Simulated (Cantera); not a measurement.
Feed: 1 mol NiS, 0.79 mol H2, equilibrated at 0.0170 bar.

Equilibrium computed with Cantera from the NASA thermochemical tables; the gas is ideal and each condensed phase is pure. Candidate condensed phases: Ni, NiS, NiS2, Ni3S2, Ni3S4, S; 9 gas species. Gases not in the tables: S3 to S7. Equilibrium is a limit: real reactors are often held back by kinetics, nucleation or transport.

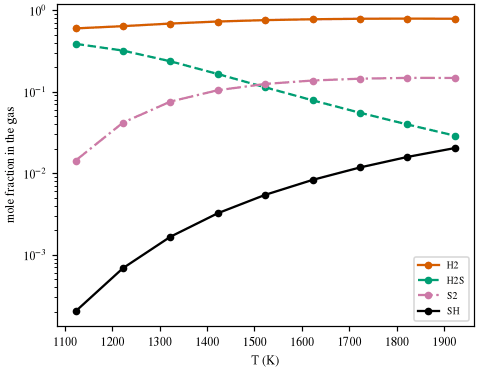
Figure: Equilibrium gas composition (values under 1e-9 drawn at 1e-9)

Q: Read off the mole fractions at 1523 K.

A: H2 about 0.76, S2 about 0.12, H2S about 0.11, SH about 0.0054.
